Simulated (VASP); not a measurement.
System: Si₂N.

```yaml
crystal:
  lattice:
    - [3.39867, 0.00000, 0.00000]
    - [-1.69934, 2.94334, 0.00000]
    - [0.00000, 0.00000, 3.58858]
  atoms:
    - { symbol: Si, position: [0.33330, 0.66670, 0.50000] }
    - { symbol: Si, position: [0.66660, 0.33330, 0.50000] }
    - { symbol: N, position: [0.00000, 0.00000, 0.00000] }
```

Space group P6/mmm; a generated structure, not necessarily the stable one; computed pressure about 55 GPa in this cell.

Computed with Kohn-Sham DFT of a periodic cell, PBE, VASP PAW PBE potentials, recommended in VASP 6.6.1.

What will maps of the valence pseudo-density and electron localisation function show?

Si–Si (1.96 Å): ρ at the midpoint is about 0.95 e/Å³; the ELF peaks at about 1 between the atoms: localised, covalent bonding.
Si–N (2.66 Å): ρ is about 0.23 e/Å³ halfway; the ELF is about 0.25 at the midpoint (no shared electron pair shows on this line).

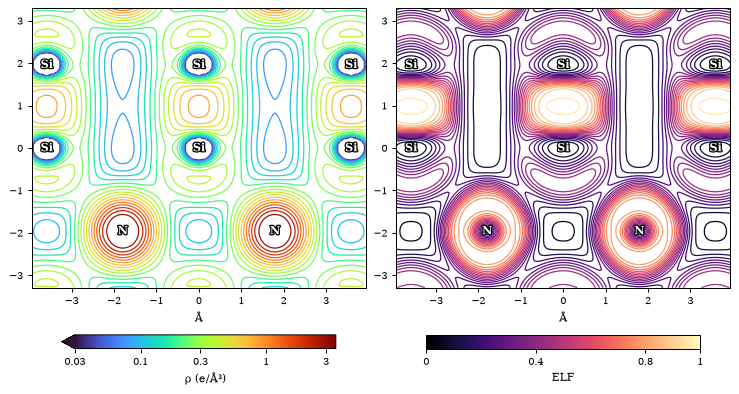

Computed valence pseudo-density and electron localisation function on the (110) plane of the conventional cell, in this order. 

In a PAW calculation such maps are meaningful between the atoms, not at the nuclei.
